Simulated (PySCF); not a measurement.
SMILES SCO[SiH3] (CH6OSSi) at its PBE/def2-SVP optimised geometry (Å):

```
10

Si     1.4938    -0.5370     0.0000
O     -0.2047    -0.5370     0.0000
C     -0.9711     0.6305     0.0000
S     -0.4718     1.9102     1.2339
H      2.0305     0.5050    -0.9470
H      2.0759    -0.3257     1.3687
H      1.8540    -1.9102    -0.4819
H     -0.9081     1.1801    -0.9687
H     -2.0305     0.3526     0.1737
H     -0.7882     1.1727     2.3366
```

Computed with PBE/def2-TZVP (PySCF). Cells within 0.4 Å of a nucleus heavier than hydrogen are left out (blank, or x).

Map of the electrostatic potential (hartree/e), clipped to [-0.08, 0.12] on the plane z = 1.5 Å:

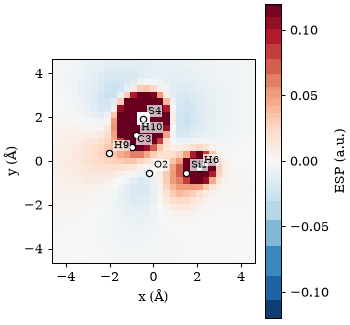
*Electrostatic potential (hartree/e), clipped to [-0.08, 0.12] on the plane z = 1.5 Å.*
